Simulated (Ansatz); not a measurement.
# AlV2C: a trial structure relaxed

Aim: relax a trial structure of AlV2C and see where it ends.

Computed with Ansatz 0.2.0 (DFT PBE, scalar-relativistic, plane waves, PAW, unless a step's input says otherwise).

**1. The structure to begin with**

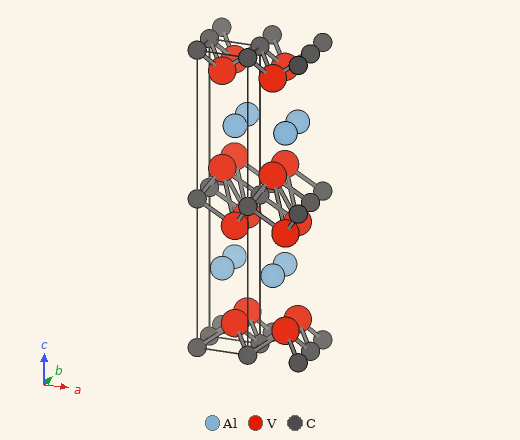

Start, viewed slightly off an axis; aluminium light blue, vanadium red, carbon dark grey. 2×2×1 cells are drawn. Atoms on the faces are drawn again on the opposite ones.

As a file:

```
Al V C
1.0
     2.88760    0.00000    0.00000
    -1.44380    2.50073    0.00000
     0.00000    0.00000   13.10482
Al V C
2 4 2
Cartesian
  0.0000 1.6672 3.2762
  1.4438 0.8336 9.8286
  0.0000 1.6672 7.6845
  1.4438 0.8336 5.4204
  1.4438 0.8336 1.1321
  0.0000 1.6672 11.9728
  0.0000 0.0000 0.0000
  0.0000 0.0000 6.5524
```

The start is a polymorph listed in a database, not an invented cell.

**2. A first look at the guess**

Contents of input.yaml:

```yaml
crystal:
  lattice:
    - [2.88759899, 0.0, 0.0]
    - [-1.4437995, 2.50073409, 0.0]
    - [0.0, 0.0, 13.10482311]
  atoms:
    - { symbol: Al, position: [0.33333333, 0.66666667, 0.25] }
    - { symbol: Al, position: [0.66666667, 0.33333333, 0.75] }
    - { symbol: V, position: [0.33333333, 0.66666667, 0.58638424], spin: 2.0 }
    - { symbol: V, position: [0.66666667, 0.33333333, 0.41361576], spin: 2.0 }
    - { symbol: V, position: [0.66666667, 0.33333333, 0.08638424], spin: 2.0 }
    - { symbol: V, position: [0.33333333, 0.66666667, 0.91361576], spin: 2.0 }
    - { symbol: C, position: [0.0, 0.0, 0.0] }
    - { symbol: C, position: [0.0, 0.0, 0.5] }
basis:
  ecutwfc: 420
kpoints:
  mp_grid: { grid: [6, 6, 2] }
hamiltonian:
  xc: pbe
scf:
  occupations: { method: gaussian, width: 0.1 }
  lower_state_search: "off"
output:
  forces: true
  stress: true
  eigenvalues: true
  populations: true
magnetization:
  spin_polarized: true
```

Command:

```sh
ansatz run input.yaml --threads 1 --pin off --max-ram 2560MiB --backend cpu --events-out ev --progress --plain --runs-dir out
```

The log of the run (excerpt; [...] marks lines left out):

```text
[...]
SCF converged after 19 iterations
Magnetization: 0.0000 μB (33.0000 up, 33.0000 down)
Absolute magnetization: 0.0000 μB (∫|ρ↑−ρ↓|, with the PAW one-centre terms)
Spin contamination: 0.0000 ħ² per cell (⟨S²⟩ above its minimum at these occupations)
[...]
Free energy (F): -13230.741172 eV
[...]
E sigma→0 (E₀):  -13230.728490 eV
Entropy (-TS):   -0.025365 eV (-3.171 meV/atom)
Fermi energy:    13.887832 eV
[...]
--- Forces (eV/Å), atoms counted from 1 ---
  atom   1  Al     0.00000000     0.00000000    -0.00000000
  atom   2  Al     0.00000000    -0.00000000     0.00000000
  atom   3  V      0.00000000     0.00000000     0.06568408
  atom   4  V     -0.00000000    -0.00000000    -0.06568408
  atom   5  V      0.00000000    -0.00000000     0.06568408
  atom   6  V      0.00000000     0.00000000    -0.06568408
  atom   7  C      0.00000000     0.00000000     0.00000000
  atom   8  C     -0.00000000    -0.00000000     0.00000000
[...]
--- Stress (GPa, compression-positive) ---
        1.866649       0.000000       0.000000
        0.000000       1.866649      -0.000000
        0.000000      -0.000000       2.232165
  P = ⅓ Tr σ = 1.9885 GPa (19.885 kbar)
--- Band table (eV; the first three rows and the last of 28) ---
[...]
--- Löwdin populations: 8 sites ---
  site symbol       q [e]    m [muB]
     0     Al      3.3586    -0.0000
     1     Al      3.3586    -0.0000
     2      V     12.3371     0.0000
     3      V     12.3371     0.0000
     4      V     12.3371     0.0000
     5      V     12.3371     0.0000
     6      C      4.7484    -0.0000
     7      C      4.7484    -0.0000
  spilling = 0.006631 (of n_electrons = 66.000000)
```

Run time: 19 s. Hardware: 1 thread of AMD EPYC 7R43 (Zen 3), shared host; peak memory 0.47 GiB.

Site by site:

```tsv
atom	Löwdin electrons
Al1	3.36
Al2	3.36
V3	12.34
V4	12.34
V5	12.34
V6	12.34
C7	4.75
C8	4.75
```

The Löwdin counts miss 0.44 of the 66 electrons, which the atomic orbitals do not span, so they are no charges.

The probe gives pressure 2.0 GPa, largest force 0.07 eV/Å, gap on this mesh none (metal). The coarse relaxation is skipped.

**3. Full relaxation**

Contents of input.yaml:

```yaml
crystal:
  lattice:
    - [2.88759899, 0.0, 0.0]
    - [-1.4437995, 2.50073409, 0.0]
    - [0.0, 0.0, 13.10482311]
  atoms:
    - { symbol: Al, position: [0.33333333, 0.66666667, 0.25] }
    - { symbol: Al, position: [0.66666667, 0.33333333, 0.75] }
    - { symbol: V, position: [0.33333333, 0.66666667, 0.58638424] }
    - { symbol: V, position: [0.66666667, 0.33333333, 0.41361576] }
    - { symbol: V, position: [0.66666667, 0.33333333, 0.08638424] }
    - { symbol: V, position: [0.33333333, 0.66666667, 0.91361576] }
    - { symbol: C, position: [0.0, 0.0, 0.0] }
    - { symbol: C, position: [0.0, 0.0, 0.5] }
basis:
  ecutwfc: 420
kpoints:
  mp_grid: { grid: [12, 12, 4] }
hamiltonian:
  xc: pbe
scf:
  occupations: { method: gaussian, width: 0.1 }
output:
  forces: true
  stress: true
  eigenvalues: true
  write_density: true
  write_potential: true
  elf: true
  volumetric_format: npy
relax:
  adjacent_minimum: "off"
  f_tol: 0.01
  max_steps: 80
  cell: { stress_tol: 0.05 }
```

Command:

```sh
ansatz run input.yaml --threads 1 --pin off --max-ram 2560MiB --backend cpu --events-out ev --progress --plain --runs-dir out
```

The log of the run (excerpt; [...] marks lines left out):

```text
Warning: RAYON_NUM_THREADS=1 ignored (pool sized by the plan → 1); use --threads N
[...]
Pseudopotentials: kind: paw
Pseudopotential: Al, paw, valence charge 3, recommended cutoff 420 eV (normal), Al.paw.azcp
Pseudopotential: V, paw, valence charge 13, recommended cutoff 420 eV (normal), V.paw.azcp
Pseudopotential: C, paw, valence charge 4, recommended cutoff 420 eV (normal), C.paw.azcp
Functional definition: PBE
[...]
Crystal: 8 atoms, lattice volume = 94.631 Å³
Basis set: ecut = 420 eV, 1855 PW (Γ), exchange–correlation on 40×40×180 points (8 copies of the dense FFT grid, shifted against one another)
Bands: 41, of which v1, the nominal top of the filled ones, is band 33 counted from 1 (32 counted from 0)
Symmetry: 24 space group operations
Space group: P63/mmc (ITA 194), of the structure as read, at distance tolerance 4.6e-5 Å
k-points: 57 of 576
[...]
  F+E_penalty+E_count = -13230.76891202 eV   max|allowed force component| = 1.337e-3 eV/Å   (the final SCF, on the basis selected at the relaxed cell)
  cell:  # Å, volume = 95.9359 Å³
    - [2.904691147336009, 2.9038384522380874e-9, -4.170772422456592e-28]
    - [-1.4523455761828021, 2.515536322288832, -3.6130512834023482e-19]
    - [-2.2154049437510993e-33, -1.8933799581307984e-18, 13.129577905580636]
  atoms:
    - { symbol: Al, position: [0.3333333333333332, 0.6666666666666666, 0.24999999999999997] }
    - { symbol: Al, position: [0.6666666666666665, 0.3333333333333333, 0.75] }
    - { symbol: V, position: [0.3333333333333332, 0.6666666666666666, 0.5853769234996369] }
    - { symbol: V, position: [0.6666666666666665, 0.3333333333333333, 0.41462307650036295] }
    - { symbol: V, position: [0.6666666666666665, 0.3333333333333333, 0.08537692349963692] }
    - { symbol: V, position: [0.3333333333333332, 0.6666666666666666, 0.9146230765003631] }
    - { symbol: C, position: [4.57834562157676e-35, 4.432349733695436e-35, -1.448908652612274e-70] }
    - { symbol: C, position: [0.0, 0.0, 0.49999999999999994] }
```

Run time: 66 s. Hardware: 1 thread of AMD EPYC 7R43 (Zen 3), shared host; peak memory 0.54 GiB.

The steps of the relaxation:

```
step  E - E(step 1) (eV/cell)  largest force component (eV/Å)  pressure (GPa)  volume (Å³)
   1                   0.0000                          0.1665            1.91        94.63
   2                  -0.0105                          0.0145           -0.28        96.11
   3                  -0.0109                          0.0012           -0.02        95.94
   4                  -0.0127                          0.0013            0.00        95.94
```

Step 1 is the start. Step 4 repeats the geometry before it on a plane-wave basis chosen anew for that cell, so its energy need not be comparable with the rows above.

|  | before | after | change |
| --- | --- | --- | --- |
| a (Å) | 2.888 | 2.905 | +0.6 % |
| b (Å) | 2.888 | 2.905 | +0.6 % |
| c (Å) | 13.105 | 13.130 | +0.2 % |
| volume (Å³/atom) | 11.83 | 11.99 | +1.4 % |
| shortest distance (Å) | 2.015 | 2.017 | +0.1 % |
| space group (0.01 Å) | P6_3/mmc | P6_3/mmc | same |

The run keeps the 24 symmetry operations of the start, so it could not have lowered the symmetry.

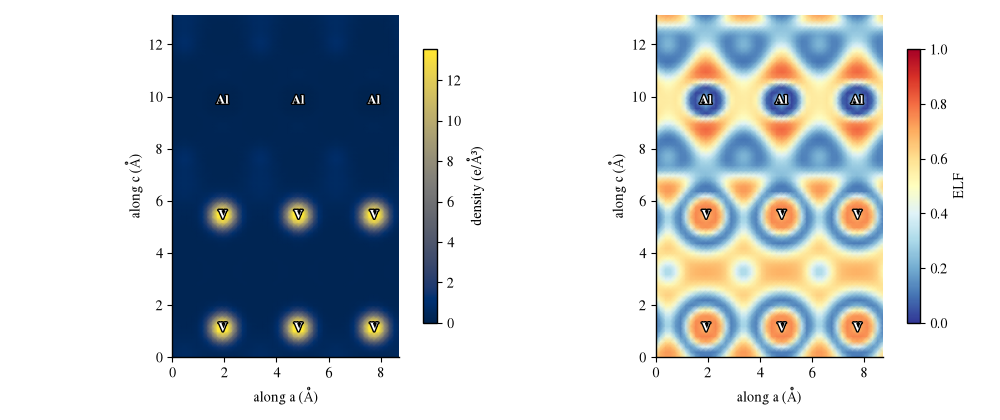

Density (left) and ELF (right) in a lattice plane of the grid's cell (edges 2.90 and 13.13 Å, at 0.333 of the third edge), which holds Al and V. Only atoms in the plane are labelled; the density scale stops at 13.53 e/Å³. Both are smooth fields of the valence electrons: close to the nuclei they are not physical.

Maxima of ELF outside the ion cores: 0.81 beside Al, off the lines to its neighbours, 1.1 Å from Al; 0.78 in the shell around C, 0.7 Å from C.

**4. Variant: dispersion d3bjatm, occupations.method tetrahedron, width left out**

Contents of input.yaml:

```yaml
crystal:
  lattice:
    - [2.9046911473, 2.9e-09, 0.0]
    - [-1.4523455762, 2.5155363223, 0.0]
    - [0.0, 0.0, 13.1295779056]
  atoms:
    - { symbol: Al, position: [0.3333333333, 0.6666666667, 0.25] }
    - { symbol: Al, position: [0.6666666667, 0.3333333333, 0.75] }
    - { symbol: V, position: [0.3333333333, 0.6666666667, 0.5853769235] }
    - { symbol: V, position: [0.6666666667, 0.3333333333, 0.4146230765] }
    - { symbol: V, position: [0.6666666667, 0.3333333333, 0.0853769235] }
    - { symbol: V, position: [0.3333333333, 0.6666666667, 0.9146230765] }
    - { symbol: C, position: [0.0, 0.0, 0.0] }
    - { symbol: C, position: [0.0, 0.0, 0.5] }
basis:
  ecutwfc: 420
kpoints:
  mp_grid: { grid: [12, 12, 4] }
hamiltonian:
  xc: pbe
  dispersion: d3bjatm
scf:
  occupations: { method: tetrahedron }
output:
  forces: true
  eigenvalues: true
  stress: true
```

Command:

```sh
ansatz run input.yaml --threads 1 --pin off --max-ram 2560MiB --backend cpu --events-out ev --progress --plain --runs-dir out
```

The log of the run (excerpt; [...] marks lines left out):

```text
Warning: output.forces, output.stress, relax.cell or npt_langevin: where a Kohn–Sham band that disperses or a degenerate level is filled in part under the method tetrahedron, the forces or the stress that this run publishes need not agree with its energy (scf.occupations.method in the [...]
Warning: RAYON_NUM_THREADS=1 ignored (pool sized by the plan → 1); use --threads N
[...]
[... 5 set-up lines as earlier in the session ...]
[...]
Crystal: 8 atoms, lattice volume = 95.936 Å³
Basis set: ecut = 420 eV, 1879 PW (Γ), exchange–correlation on 40×40×180 points (8 copies of the dense FFT grid, shifted against one another)
Bands: 41, of which v1, the nominal top of the filled ones, is band 33 counted from 1 (32 counted from 0)
[... 1 set-up line as earlier in the session ...]
[...]
SCF converged after 7 iterations
Stability not checked: this state was not tested for a lower state beside it, because cold or Methfessel-Paxton smearing, or corrected tetrahedra, fill the levels in a way that the test cannot read (fill_not_monotonic; see scf.lower_state_search)
Free energy (F): -13234.118145 eV
[...]
E sigma→0 (E₀):  -13234.118145 eV
Entropy (-TS):   -0.000613 eV (-0.077 meV/atom)
Fermi energy:    13.715596 eV
[...]
--- Forces (eV/Å), atoms counted from 1 ---
  atom   1  Al    -0.00000000    -0.00000000     0.00000000
  atom   2  Al     0.00000000     0.00000000    -0.00000000
  atom   3  V     -0.00000000    -0.00000000    -0.07424200
  atom   4  V      0.00000000     0.00000000     0.07424200
  atom   5  V      0.00000000     0.00000000    -0.07424200
  atom   6  V     -0.00000000    -0.00000000     0.07424200
  atom   7  C      0.00000000     0.00000000     0.00000000
  atom   8  C      0.00000000    -0.00000000     0.00000000
[...]
--- Stress (GPa, compression-positive) ---
       -5.247137       0.000000       0.000000
        0.000000      -5.247137       0.000000
        0.000000       0.000000      -5.393529
  P = ⅓ Tr σ = -5.2959 GPa (-52.959 kbar)
--- Band table (eV; the first three rows and the last of 57) ---
[...]
```

Wall time 13 s (1 thread of AMD EPYC 7R43 (Zen 3), shared host); peak memory 0.52 GiB.

```tsv
run	ending	energy change	pressure (GPa)	gap (eV)	force (eV/Å)	cycles	time
step 3	converged	0	0.0	0.00	0.00	-	66 s
variant	converged	-420.4 meV/atom (σ→0) (offset of the dispersion model)	-5.3	0.00	0.07	7	13 s
```

Changing the dispersion term and smearing moves the energy by -420.4 meV/atom (σ→0 values), and the pressure goes from 0.0 to -5.3 GPa and the largest force goes from 0.00 to 0.07 eV/Å.

**5. Outcome**

| quantity | value |
| --- | --- |
| symmetry at the end (tolerance 0.05 Å) | space group P6_3/mmc (No. 194) |
| conventional cell | a = 2.905 Å, b = 2.905 Å, c = 13.130 Å, α = 90.00°, β = 90.00°, γ = 120.00° |
| volume | 11.99 Å³/atom |
| energy over the elements | -0.53 eV/atom |
| gap on the mesh | none (metal) |

What this shows: The space group P6_3/mmc (No. 194) is kept, and the volume per atom grows by 1.4 % from the first guess. It lies below the elements, which doesn't yet make it stable: competing phases were not computed in this session. No finished test with a distortion of lower symmetry is shown, so the end may be a saddle point. Other magnetic orders were not searched.
